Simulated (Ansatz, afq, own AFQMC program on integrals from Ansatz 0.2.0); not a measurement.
# AlBH2+ (doublet): AFQMC on the coupled-cluster ladder, cc-pVQZ

Aim: compute AlBH2+ (doublet) with auxiliary-field quantum Monte Carlo on the same integrals as coupled cluster, and set the energies side by side.

Method: cc-pVQZ, frozen cores; program: Ansatz 0.2.0, Gaussian basis, and an in-house AFQMC program (afq) on its integrals; all values are calculated.

The runs, in order: PBE (unrestricted); CCSD(T) on UHF; CCSD(T) on UHF; r2SCAN (unrestricted); CCSD(T) on UHF; PBE0 (unrestricted); B3LYP (unrestricted); wB97M-V (unrestricted); B2PLYP (unrestricted); Phaseless AFQMC, CISD trial on UHF.

1 further run of the same task is left out (it didn't finish).

**1. The geometry**

The geometry is a PBE0/def2-TZVP stationary point (not a proven minimum) of the parent state, kept for this charge and spin.

4 atoms, charge 1, spin multiplicity 2.

Atoms are counted from 1 here; the program's logs count them from 0.

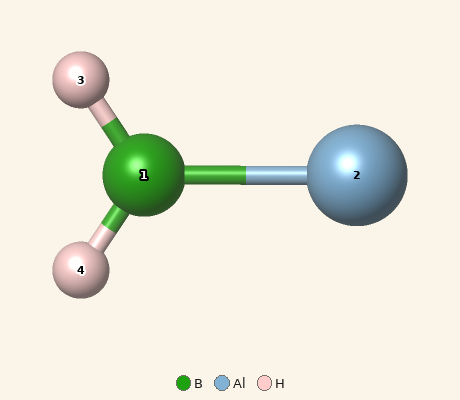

The geometry (boron green, aluminium light blue, hydrogen pink); atoms are numbered from 1 in the order of the file.

**2. PBE (unrestricted)**

in.yaml

```yaml
crystal:
  periodic: [false, false, false]
  atoms:
    - {symbol: B, position_ang: [0.000000, 0.000000, 1.484785]}
    - {symbol: Al, position_ang: [0.000000, 0.000000, -0.755666]}
    - {symbol: H, position_ang: [0.000000, 1.004980, 2.151421]}
    - {symbol: H, position_ang: [0.000000, -1.004980, 2.151421]}
basis:
  gaussian: {orbitals: cc-pVQZ}
total_charge: 1
magnetization: {spin_polarized: true, initial_magnetization: 1}
hamiltonian: {xc: {name: PBE}}
output: {orbitals: {seedname: orbitals}}
```

The run is started by

```sh
ansatz run in.yaml --threads 1 --pin off --events-out ev --progress --plain --max-ram 5632MiB --backend cpu
```

The program printed:

```text
Functional definition: PBE
  name "PBE"
  cite "Perdew, Burke & Ernzerhof, Phys. Rev. Lett. 77, 3865 (1996) doi:10.1103/PhysRevLett.77.3865"
  parent pbe
  parameter kappa = 0.804
  parameter beta = 0.06672455060314922
  exchange = pbe_x(kappa = kappa, mu = beta*pi^2/3)
  correlation = pbe_c(beta = beta)
584 factors; their error is unknown
mean field evaluation 1: about -7268.7839 eV, gradient 4.7e1 eV
mean field evaluation 2: about -7120.8695 eV, gradient 8.2e1 eV
mean field evaluation 4: about -7289.1220 eV, gradient 1.3e1 eV
mean field evaluation 8: about -7291.0507 eV, gradient 4.6e-2 eV
mean field evaluation 16: about -7291.0242 eV, gradient 3.6e-5 eV
mean field evaluation 32: about -7289.5521 eV, gradient 3.9e-2 eV
a density is far from that of the atoms, so the factors are made again for it
1029 factors; integrals over basis functions are off by at most 9.3e-4 eV
mean field -7291.02422587 eV, -267.9401982671 hartree, gradient 1.3e-5 eV, S^2 0.755500; 0 other end points of the search recorded, 0 dependent functions left out
reference -7291.02427057 eV, -267.9401999099 hartree; 10, 9 occupied and 164, 165 virtual orbitals, 1029 factors
Total energy: -7291.02427057 eV, -267.9401999099 hartree
```

It took 8.5 s on 1 thread of AMD EPYC 7R13 (Zen 3), shared host; peak memory 3 GiB.

From the report: ⟨S²⟩ of the determinant 0.755 (pure doublet: 0.75).

**3. CCSD(T) on UHF**

Changes to in.yaml since step 2:

```diff
@@ -11,3 +11,2 @@
 magnetization: {spin_polarized: true, initial_magnetization: 1}
-hamiltonian: {xc: {name: PBE}}
-output: {orbitals: {seedname: orbitals}}
+correlation: {method: ccsd_t, electrons: outside_noble_gas, hamiltonian_folder: ham}
```

The run is started by

```sh
ansatz run in.yaml --threads 1 --pin off --events-out ev --progress --plain --max-ram 16896MiB --backend cuda --devices 0, --max-vram 18GiB
```

The program printed, cut to the lines that bear on the results:

```text
Functional definition: HF
  name "HF"
  cite "Fock, Z. Phys. 61, 126 (1930) doi:10.1007/BF01340294"
  parent pbe
[...]
1029 factors; integrals over basis functions are off by at most 9.3e-4 eV
[...]
mean field -7278.00959408 eV, -267.4619193703 hartree, gradient 2.5e-6 eV, S^2 0.789287; 6 other end points of the search recorded, 0 dependent functions left out
determinant -7278.00959408 eV, -267.4619193703 hartree, with singles and doubles -7282.38611310 eV, -267.6227534778 hartree
determinant -7275.89464716 eV, -267.3841965047 hartree, with singles and doubles -7280.41845759 eV, -267.5504434716 hartree
determinant -7275.72716360 eV, -267.3780415971 hartree, with singles and doubles -7280.50830405 eV, -267.5537452679 hartree
determinant -7275.64822241 eV, -267.3751405622 hartree, with singles and doubles -7280.57364570 eV, -267.5561465294 hartree
determinant -7275.37324933 eV, -267.3650354876 hartree, with singles and doubles -7279.45790532 eV, -267.5151438268 hartree
6 core orbitals not correlated: weight in the atoms' cores, before any rotation towards them, 1.000 or more for the frozen orbitals, at most 0.000 for the correlated occupied ones
reference -7278.00959408 eV, -267.4619193703 hartree; 4, 3 occupied and 164, 165 virtual orbitals, 1029 factors
second order -3.46902207 eV of doubles, -0.00000000 eV of singles
cycle   1  -4.17723204 eV  change   -3.1e-1 eV  update   2.1e-2
[...]
cycle   9  -4.19105742 eV  change   -2.6e-6 eV  update   5.6e-6
perturbative correction -0.12073539 eV, -0.0044369436 hartree
Total energy: -7282.32138688 eV, -267.6203748333 hartree
```

It took 9 s on 1 × NVIDIA H100 80GB HBM3 with 1 thread of AMD EPYC 7R13 (Zen 3), shared host; peak host memory 3 GiB.

From the report: ⟨S²⟩ of the determinant 0.789 (pure doublet: 0.75); correlation -4.3118 eV; T1 0.018; largest double amplitude 0.06.

This run also writes the integrals to the folder ham.

**4. CCSD(T) on UHF**

Changes to in.yaml since step 3:

```diff
@@ -8,5 +8,5 @@
 basis:
-  gaussian: {orbitals: cc-pVQZ}
+  gaussian: {orbitals: def2-TZVPP}
 total_charge: 1
 magnetization: {spin_polarized: true, initial_magnetization: 1}
-correlation: {method: ccsd_t, electrons: outside_noble_gas, hamiltonian_folder: ham}
+correlation: {method: ccsd_t, electrons: outside_noble_gas}
```

Same command.

The program printed, cut to the lines that bear on the results:

```text
Functional definition: HF
  name "HF"
  cite "Fock, Z. Phys. 61, 126 (1930) doi:10.1007/BF01340294"
  parent pbe
[...]
599 factors; integrals over basis functions are off by at most 1.4e-3 eV
[...]
mean field -7277.81985198 eV, -267.4549464769 hartree, gradient 2.9e-6 eV, S^2 0.788795; 6 other end points of the search recorded, 0 dependent functions left out
determinant -7277.81985198 eV, -267.4549464769 hartree, with singles and doubles -7281.96902548 eV, -267.6074257904 hartree
determinant -7275.68360968 eV, -267.3764410202 hartree, with singles and doubles -7280.02186714 eV, -267.5358690414 hartree
determinant -7275.53083341 eV, -267.3708265959 hartree, with singles and doubles -7280.10092631 eV, -267.5387744121 hartree
determinant -7275.45276286 eV, -267.3679575563 hartree, with singles and doubles -7280.15685821 eV, -267.5408298717 hartree
determinant -7275.15805006 eV, -267.3571270606 hartree, with singles and doubles -7279.04879521 eV, -267.5001093074 hartree
6 core orbitals not correlated: weight in the atoms' cores, before any rotation towards them, 1.000 or more for the frozen orbitals, at most 0.000 for the correlated occupied ones
reference -7277.81985198 eV, -267.4549464769 hartree; 4, 3 occupied and 91, 92 virtual orbitals, 599 factors
second order -3.25051667 eV of doubles, -0.00000000 eV of singles
cycle   1  -4.02533744 eV  change   -2.6e-1 eV  update   1.9e-2
[...]
cycle   9  -4.03208664 eV  change    6.1e-7 eV  update   7.1e-6
perturbative correction -0.11004389 eV, -0.0040440383 hartree
Total energy: -7281.96198251 eV, -267.6071669661 hartree
```

Run time: 4.2 s. Hardware: 1 × NVIDIA H100 80GB HBM3 with 1 thread of AMD EPYC 7R13 (Zen 3), shared host; peak host memory 3 GiB.

From the report: ⟨S²⟩ of the determinant 0.789 (pure doublet: 0.75); correlation -4.1421 eV; T1 0.018; largest double amplitude 0.07.

**5. r2SCAN (unrestricted)**

Changes to in.yaml since step 4:

```diff
@@ -8,5 +8,5 @@
 basis:
-  gaussian: {orbitals: def2-TZVPP}
+  gaussian: {orbitals: cc-pVQZ}
 total_charge: 1
 magnetization: {spin_polarized: true, initial_magnetization: 1}
-correlation: {method: ccsd_t, electrons: outside_noble_gas}
+hamiltonian: {xc: {name: r2SCAN}}
```

The run is started by

```sh
ansatz run in.yaml --threads 1 --pin off --events-out ev --progress --plain --max-ram 5632MiB --backend cpu
```

The program printed:

```text
Functional definition: r2SCAN
  name "r2SCAN"
  cite "Furness, Kaplan, Ning, Perdew & Sun, J. Phys. Chem. Lett. 11, 8208 (2020) doi:10.1021/acs.jpclett.0c02405"
  cite "Furness, Kaplan, Ning, Perdew & Sun, J. Phys. Chem. Lett. 11, 9248 (2020) doi:10.1021/acs.jpclett.0c03077"
  parent r2scan
  parameter k0 = 0.174
  parameter k1 = 0.065
  parameter a1 = 4.9479
  exchange = r2scan_x(k0 = k0, k1 = k1, a1 = a1)
  correlation = r2scan_c
584 factors; their error is unknown
mean field evaluation 1: about -7275.4918 eV, gradient 4.2e1 eV
mean field evaluation 2: about -7142.5940 eV, gradient 7.9e1 eV
mean field evaluation 4: about -7293.1624 eV, gradient 1.1e1 eV
mean field evaluation 8: about -7294.6850 eV, gradient 6.7e-2 eV
mean field evaluation 16: about -7294.6595 eV, gradient 9.5e-5 eV
mean field evaluation 32: about -7293.1871 eV, gradient 1.1e0 eV
mean field -7294.65950936 eV, -268.0737924712 hartree, gradient 2.0e-5 eV, S^2 0.764402; 2 other end points of the search recorded, 0 dependent functions left out
reference -7294.65952644 eV, -268.0737930988 hartree; 10, 9 occupied and 164, 165 virtual orbitals, 584 factors
Total energy: -7294.65952644 eV, -268.0737930988 hartree
```

Run time: 11 s. Hardware: 1 thread of AMD EPYC 7R13 (Zen 3), shared host; peak memory 3 GiB.

From the report: ⟨S²⟩ of the determinant 0.764 (pure doublet: 0.75).

**6. CCSD(T) on UHF**

Changes to in.yaml since step 5:

```diff
@@ -8,5 +8,5 @@
 basis:
-  gaussian: {orbitals: cc-pVQZ}
+  gaussian: {orbitals: "def2-QZVPP.json"}
 total_charge: 1
 magnetization: {spin_polarized: true, initial_magnetization: 1}
-hamiltonian: {xc: {name: r2SCAN}}
+correlation: {method: ccsd_t, electrons: outside_noble_gas}
```

The run is started by

```sh
ansatz run in.yaml --threads 1 --pin off --events-out ev --progress --plain --max-ram 16896MiB --backend cuda --devices 0, --max-vram 18GiB
```

The program printed, cut to the lines that bear on the results:

```text
Functional definition: HF
  name "HF"
  cite "Fock, Z. Phys. 61, 126 (1930) doi:10.1007/BF01340294"
  parent pbe
[...]
1100 factors; integrals over basis functions are off by at most 8.8e-4 eV
[...]
mean field -7278.02773884 eV, -267.4625861779 hartree, gradient 4.6e-6 eV, S^2 0.789302; 6 other end points of the search recorded, 0 dependent functions left out
determinant -7278.02773884 eV, -267.4625861779 hartree, with singles and doubles -7282.40336907 eV, -267.6233876230 hartree
determinant -7275.91687377 eV, -267.3850133173 hartree, with singles and doubles -7280.44033498 eV, -267.5512474510 hartree
determinant -7275.74803866 eV, -267.3788087417 hartree, with singles and doubles -7280.52870974 eV, -267.5544951633 hartree
determinant -7275.67092165 eV, -267.3759747436 hartree, with singles and doubles -7280.59472538 eV, -267.5569211932 hartree
determinant -7275.39495354 eV, -267.3658331028 hartree, with singles and doubles -7279.47927954 eV, -267.5159293148 hartree
6 core orbitals not correlated: weight in the atoms' cores, before any rotation towards them, 1.000 or more for the frozen orbitals, at most 0.000 for the correlated occupied ones
reference -7278.02773884 eV, -267.4625861779 hartree; 4, 3 occupied and 177, 178 virtual orbitals, 1100 factors
second order -3.46924795 eV of doubles, -0.00000000 eV of singles
cycle   1  -4.17529368 eV  change   -3.1e-1 eV  update   2.2e-2
[...]
cycle   9  -4.19043675 eV  change   -2.9e-6 eV  update   7.1e-6
perturbative correction -0.12063820 eV, -0.0044333720 hartree
Total energy: -7282.33881378 eV, -267.6210152599 hartree
```

Run time: 6 s. Hardware: 1 × NVIDIA H100 80GB HBM3 with 1 thread of AMD EPYC 7R13 (Zen 3), shared host; peak host memory 3 GiB.

From the report: ⟨S²⟩ of the determinant 0.789 (pure doublet: 0.75); correlation -4.3111 eV; T1 0.018; largest double amplitude 0.06.

[end of part 1 of 2]
